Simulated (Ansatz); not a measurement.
Start from MgS in the rock salt structure (space group Fm-3m, No. 225; a = 5.230 Å).

The change: cell and atoms relaxed at a pressure of 1.5 GPa.

Computed with Kohn–Sham DFT with the PBE functional, run in Ansatz (a quantum-chemistry and plane-wave program) with PAW and 420 eV plane waves, no SOC, earlier PAW set.

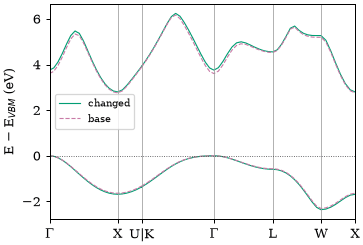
*Highest valence and lowest conduction band along the path, each from its own valence-band maximum*

The gap is 2.80 eV, indirect, Γ → X; the base has 2.76 eV.

Load acts through the strain it causes; cell and atoms are relaxed under it. Stability against distortions was not tested.
